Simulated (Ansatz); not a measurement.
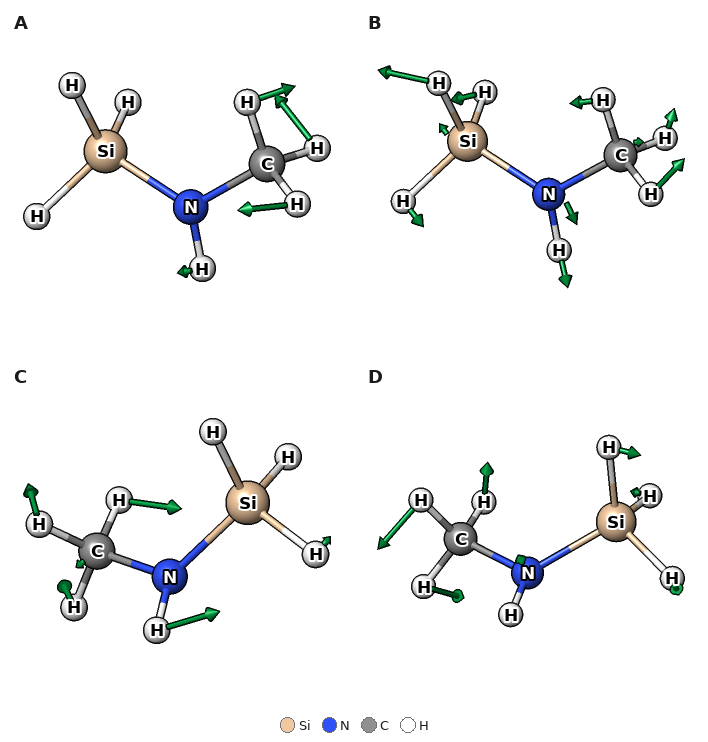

4 normal modes of one molecule or complex, as arrows. Harmonic vibrations computed with RKS PBE0-D4/def2-TZVP (Ansatz 0.2.0) at a stationary point of the same level.

> Match the panels to the wavenumbers 130 cm⁻¹, 805 cm⁻¹, 1105 cm⁻¹, 1514 cm⁻¹.

A: 1514 cm⁻¹, H–C–H bending
B: 805 cm⁻¹
C: 1105 cm⁻¹, angle bending
D: 130 cm⁻¹, a torsion or out-of-plane motion in which bond lengths and bond angles hardly change
